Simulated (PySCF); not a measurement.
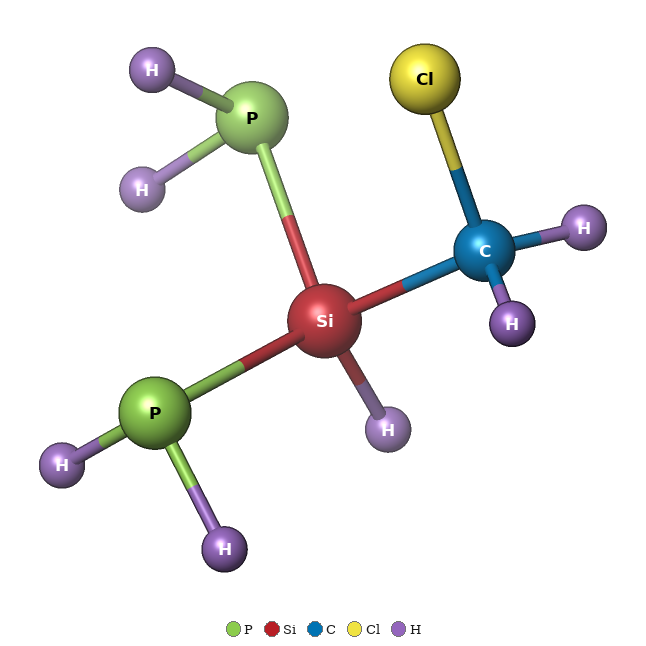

Orthographic view. Atoms fade into the background with distance from the viewer. Geometry: an image of a reaction path computed with GFN2-xTB, not a minimum.

Write the InChI string.

Answer. InChI=1S/CH7ClP2Si/c2-1-5(3)4/h5H,1,3-4H2
